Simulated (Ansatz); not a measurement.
# Cd: stress in a strained cell

Cd is deformed so: equal xy, yz and zx engineering shear strains of -1 %. What stress and forces result, by LAPW, PAW and all-electron datasets made for the crystal?

Program: Ansatz 0.2.0. Level of theory: DFT PBEsol, scalar-relativistic. These are calculated values, not measurements.

## Step 1: The system as given

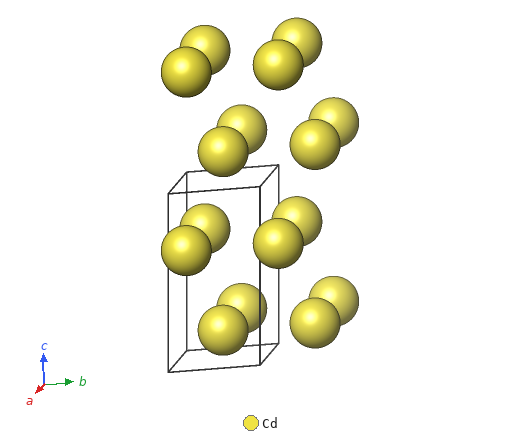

Start, viewed slightly off an axis; cadmium yellow. 2×2×2 cells are drawn.

Structure file:

```cif
data_structure
_symmetry_space_group_name_H-M 'P6_3/mmc'
_symmetry_Int_Tables_number 194
_cell_length_a 2.9789
_cell_length_b 2.9789
_cell_length_c 5.6177
_cell_angle_alpha 90.000
_cell_angle_beta 90.000
_cell_angle_gamma 120.000
_cell_volume 43.17
loop_
_atom_site_label
_atom_site_type_symbol
_atom_site_symmetry_multiplicity
_atom_site_Wyckoff_symbol
_atom_site_fract_x
_atom_site_fract_y
_atom_site_fract_z
_atom_site_occupancy
Cd1 Cd 2 c 0.33333 0.66667 0.25000 1
```

The file gives the conventional cell by its symmetry; the runs use the cell typed in the input.

Atoms are numbered in the order of the input: Cd1, Cd2.

## Step 2: After the deformation

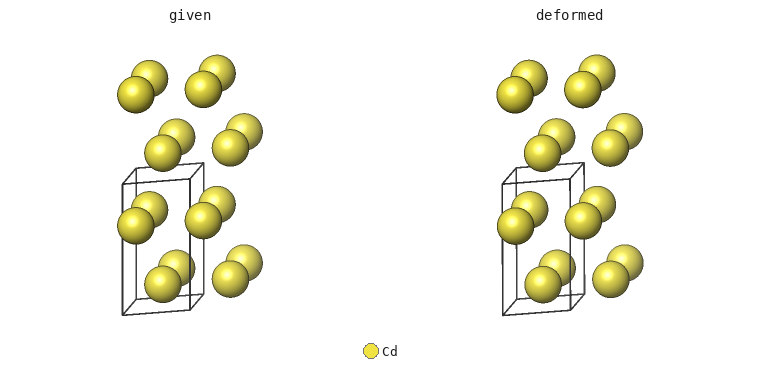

Given and deformed, at one scale.

Space group P6_3/mmc before, P-1 after.

## Step 3: LAPW, all electrons

Contents of input.yaml:

```yaml
crystal:
  lattice:
    - [2.9788725081, -0.0148943625, -0.0148943625]
    - [-1.5023351503, 2.5872264479, -0.0054517151]
    - [-0.02808825, -0.02808825, 5.61765]
  atoms:
    - { symbol: Cd, position: [0.3333333333, 0.6666666667, 0.25] }
    - { symbol: Cd, position: [0.6666666667, 0.3333333333, 0.75] }
kpoints:
  mp_grid: { grid: [16, 16, 7] }
  band_path:
    path:
      - [0.0, 0.0, 0.0]
      - [0.0, 0.0, 0.5]
      - [-0.5, 0.5, 0.0]
      - [0.0, 0.0, 0.0]
      - [0.0, -0.5, 0.0]
      - [-0.5, 0.0, 0.5]
      - [0.0, 0.0, 0.0]
      - [-0.5, 0.0, 0.0]
      - [0.0, -0.5, 0.5]
    npoints: 5
scf:
  occupations: { method: fermi_dirac, width: 0.05 }
hamiltonian:
  xc: pbesol
  pseudopotentials: { kind: all_electron, lapw: { basis_error: 0.001 } }
output:
  forces: true
  stress: true
  eigenvalues: true
```

Launch:

```sh
$ ansatz run input.yaml --threads 1 --pin off --max-ram 3072MiB --backend cpu --events-out ev --progress --plain --runs-dir out
```

Log, shortened:

```text
LAPW: plane waves up to 7.702 Å⁻¹, error target 1.0e-3 eV per atom; small_component_spin mean_spin; Cd in spheres of 1.483 Å, 20 of its electrons in bands, Dirac shells []
[...]
Pseudopotentials: kind: all_electron
Pseudopotential: Cd, LAPW, valence charge 20, Koelling and Harmon's equation, gaussian nucleus
Functional definition: PBEsol
[...]
Crystal: 2 atoms, lattice volume = 43.167 Å³
Basis set: ecut = 226.0153977025001 eV, 337 PW (Γ), exchange–correlation at level 2
Bands: 24, of which v1, the nominal top of the filled ones, is band 20 counted from 1 (19 counted from 0)
Symmetry: 2 space group operations
Space group: P-1 (ITA 2), of the structure as read, at distance tolerance 3.5e-5 Å
k-points: 898 of 1792
[...]
SCF iter   1: F=—  HF=-304330.271055 eV  |F-HF|=—  |Δ(HF+E_count)|=         —  Δρ=1.46e-2  dr2=7.00e-2  ethr=1.74e-4  ⟨swp⟩=3.0  Hψ=147098  notcnv=0
[...]
SCF iter   8: F=-304330.128651 eV  HF=-304330.128651 eV  |F-HF|=2.18e-8  |Δ(HF+E_count)|=   1.51e-7  Δρ=8.56e-6  dr2=3.59e-8  ethr=2.00e-9  ⟨swp⟩=2.0  Hψ=62077  notcnv=0
[...]
NSCF: frozen V_eff on 41 k-points
SCF converged after 8 iterations
Free energy (F): -304330.128651 eV
[...]
E sigma→0 (E₀):  -304330.126325 eV
Entropy (-TS):   -0.004653 eV (-2.326 meV/atom)
Fermi energy:    15.659942 eV
[...]
--- Forces (eV/Å), atoms counted from 1 ---
  atom   1  Cd    -0.00332042     0.00023035     0.00003650
  atom   2  Cd     0.00332042    -0.00023035    -0.00003650
[...]
--- Stress (GPa, compression-positive) ---
       -1.538646       0.381319       0.101371
        0.381319      -1.510679       0.109947
        0.101371       0.109947      -1.569264
  P = ⅓ Tr σ = -1.5395 GPa (-15.395 kbar)
--- Band table (eV; the first three rows and the last of 898) ---
  k-point 0: bands = ["-87.2882", "-87.2871", "-48.3790", "-48.3595", "-48.3416", "-48.3406", "-48.3395", "-48.3385", "5.8226", "6.0906", "6.4414", "6.4943", "6.4983", "6.5487", "6.7748", "6.9947", "7.0063", "7.2496", "7.2593", "12.5905", "12.6288", "25.9714", "29.3565", "30.2230"]
[...]
```

Run time: 3.2 min. Hardware: 1 thread of Arm Neoverse V2, shared host; peak memory 1.8 GiB.

This run gives: pressure -1.54 GPa; no gap; largest force 0.003 eV/Å.

## Step 4: PAW with frozen cores

Contents of input.yaml:

```yaml
crystal:
  lattice:
    - [2.9788725081, -0.0148943625, -0.0148943625]
    - [-1.5023351503, 2.5872264479, -0.0054517151]
    - [-0.02808825, -0.02808825, 5.61765]
  atoms:
    - { symbol: Cd, position: [0.3333333333, 0.6666666667, 0.25] }
    - { symbol: Cd, position: [0.6666666667, 0.3333333333, 0.75] }
kpoints:
  mp_grid: { grid: [16, 16, 7] }
scf:
  occupations: { method: fermi_dirac, width: 0.05 }
hamiltonian:
  xc: pbesol
  pseudopotentials: { kind: paw }
output:
  forces: true
  stress: true
  eigenvalues: true
  efg: { contact_densities: true }
  write_density: true
  write_potential: true
  elf: true
  volumetric_format: npy
```

Launch:

```sh
$ ansatz run input.yaml --threads 1 --pin off --max-ram 3072MiB --backend cpu --events-out ev --progress --plain --runs-dir out
```

Log, shortened:

```text
Cd: output.efg is read without spin–orbit coupling, which moves field gradients at and beside such atoms by some per cent and up to a factor of two; PAW files take it under magnetization.noncollinear and magnetization.spin_orbit
[...]
Pseudopotentials: kind: paw
Pseudopotential: Cd, paw, valence charge 20, recommended cutoff 420 eV (normal)
[... 1 set-up line as earlier in the session ...]
[...]
Crystal: 2 atoms, lattice volume = 43.167 Å³
Basis set: ecut = 420 eV, 833 PW (Γ), exchange–correlation on 40×40×80 points (8 copies of the dense FFT grid, shifted against one another)
Bands: 24, of which v1, the nominal top of the filled ones, is band 20 counted from 1 (19 counted from 0)
[... 2 set-up lines as earlier in the session ...]
k-points: 898 of 1792
[...]
Free energy (F): -16368.119395 eV
[...]
E sigma→0 (E₀):  -16368.117068 eV
Entropy (-TS):   -0.004655 eV (-2.327 meV/atom)
Fermi energy:    14.521647 eV
[...]
--- Forces (eV/Å), atoms counted from 1 ---
  atom   1  Cd    -0.00331936     0.00023154     0.00004359
  atom   2  Cd     0.00331936    -0.00023154    -0.00004359
[...]
--- Stress (GPa, compression-positive) ---
       -1.530934       0.381175       0.101174
        0.381175      -1.502907       0.109793
        0.101174       0.109793      -1.565966
  P = ⅓ Tr σ = -1.5333 GPa (-15.333 kbar)
--- PAW observables at the nuclei: V_zz in 10²¹ V/m², potentials from the cell's mean, atoms counted from 1 ---
  atom   1  Cd V_zz =    +7.311924   η = 0.0978   by run symmetry: allowed
            electrostatic potential = -7710.118545 V   contact ρ = 1034417.062651 e/Å³
  atom   2  Cd V_zz =    +7.311924   η = 0.0978   by run symmetry: allowed
            electrostatic potential = -7710.118545 V   contact ρ = 1034417.062651 e/Å³
--- Band table (eV; the first three rows and the last of 898) ---
[... band rows left out ...]
[...]
```

Run time: 52 s. Hardware: 1 thread of Arm Neoverse V2, shared host; peak memory 0.84 GiB.

This run gives: pressure -1.53 GPa; no gap; largest force 0.003 eV/Å; Vzz Cd1 7.31 (η = 0.10) (10²¹ V/m²).

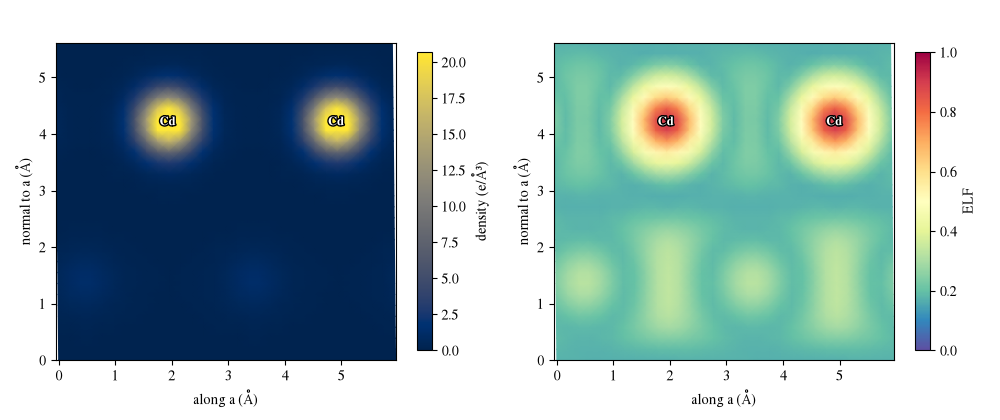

Density (left) and ELF (right) in a lattice plane of the grid's cell (edges 2.98 and 5.62 Å, at 0.333 of the third edge), which holds Cd. Only atoms in the plane are labelled; the density scale stops at 20.69 e/Å³. Both are smooth fields of the valence electrons: close to the nuclei they are not physical.

## Step 5: Datasets made for this crystal

Changes to input.yaml since step 4:

```diff
@@ -14,3 +14,3 @@
   xc: pbesol
-  pseudopotentials: { kind: paw }
+  pseudopotentials: { kind: all_electron, datasets: crystal }
 output:
@@ -20,5 +20 @@
   efg: { contact_densities: true }
-  write_density: true
-  write_potential: true
-  elf: true
-  volumetric_format: npy
```

Launch:

```sh
$ ansatz run input.yaml --threads 1 --pin off --max-ram 3072MiB --backend cpu --events-out ev --progress --plain --runs-dir out
```

Log, shortened:

```text
[...]
band count auto-derived: 17 (N_el = 24.0; filled up to band 12; 16 by the electrons, moments and atoms)
Cd: output.efg is read without spin–orbit coupling, which moves field gradients at and beside such atoms by some per cent and up to a factor of two; PAW files take it under magnetization.noncollinear and magnetization.spin_orbit
[...]
[... 1 set-up line as earlier in the session ...]
Pseudopotential: Cd, paw, valence charge 12, recommended cutoff 260 eV (normal), Koelling and Harmon's equation, gaussian nucleus
[... 1 set-up line as earlier in the session ...]
[...]
Crystal: 2 atoms, lattice volume = 43.167 Å³
Basis set: ecut = 260 eV, 403 PW (Γ), exchange–correlation on 32×32×60 points (8 copies of the dense FFT grid, shifted against one another)
Bands: 17, of which v1, the nominal top of the filled ones, is band 12 counted from 1 (11 counted from 0)
[... 1 set-up line as earlier in the session ...]
[...]
--- Forces (eV/Å), atoms counted from 1 ---
  atom   1  Cd    -0.00330973     0.00023100     0.00004389
  atom   2  Cd     0.00330973    -0.00023100    -0.00004389
[...]
--- Stress (GPa, compression-positive) ---
       -1.538611       0.381612       0.101399
        0.381612      -1.510565       0.109971
        0.101399       0.109971      -1.571490
  P = ⅓ Tr σ = -1.5402 GPa (-15.402 kbar)
--- PAW observables at the nuclei: V_zz in 10²¹ V/m², potentials from the cell's mean, atoms counted from 1 ---
  atom   1  Cd V_zz =    +7.487046   η = 0.0983   by run symmetry: allowed
            electrostatic potential = -7708.185040 V   contact ρ = 1034387.216189 e/Å³
  atom   2  Cd V_zz =    +7.487046   η = 0.0983   by run symmetry: allowed
            electrostatic potential = -7708.185040 V   contact ρ = 1034387.216189 e/Å³
--- Band table (eV; the first three rows and the last of 898) ---
  k-point 0: bands = ["5.8228", "6.0909", "6.4416", "6.4945", "6.4984", "6.5489", "6.7748", "6.9949", "7.0065", "7.2499", "7.2595", "12.5905", "12.6288", "25.9714", "29.3563"]
[...]
```

Wall time 92 s (1 thread of Arm Neoverse V2, shared host); peak memory 1.5 GiB.

In short: pressure -1.54 GPa; no gap; largest force 0.003 eV/Å; Vzz Cd1 7.49 (η = 0.10) (10²¹ V/m²).

## Step 6: Side by side

Stress (GPa, compression positive):

| method | xx | yy | zz | yz | xz | xy |
| --- | --- | --- | --- | --- | --- | --- |
| LAPW | -1.54 | -1.51 | -1.57 | 0.11 | 0.10 | 0.38 |
| PAW | -1.53 | -1.50 | -1.57 | 0.11 | 0.10 | 0.38 |
| crystal datasets | -1.54 | -1.51 | -1.57 | 0.11 | 0.10 | 0.38 |

Forces (eV/Å):

| atom | LAPW x | LAPW y | LAPW z | PAW x | PAW y | PAW z | crystal datasets x | crystal datasets y | crystal datasets z |
| --- | --- | --- | --- | --- | --- | --- | --- | --- | --- |
| Cd1 | -0.003 | 0.000 | 0.000 | -0.003 | 0.000 | 0.000 | -0.003 | 0.000 | 0.000 |
| Cd2 | 0.003 | 0.000 | 0.000 | 0.003 | 0.000 | 0.000 | 0.003 | 0.000 | 0.000 |

| method | pressure (GPa) | largest force (eV/Å) | Vzz Cd1 (10²¹ V/m²) | SCF cycles, all passes |
| --- | --- | --- | --- | --- |
| LAPW | -1.54 | 0.003 | – | 8 |
| PAW | -1.53 | 0.003 | 7.31 | 6 |
| crystal datasets | -1.54 | 0.003 | 7.49 | 8 |

## Step 7: What came out

```
                                 quantity                                              value
                                 pressure  LAPW -1.54, PAW -1.53, crystal datasets -1.54 GPa
largest shear or deviatoric stress (LAPW)                                           0.38 GPa
```

The largest part of the stress beyond the pressure is 0.38 GPa in size, in the xy component; the atoms are carried along and not relaxed. No run of the undeformed cell stands beside it, so the pressure holds what the given cell had before the change. PAW: stress within 0.01 GPa of LAPW. Crystal datasets: stress within 0.01 GPa of LAPW.
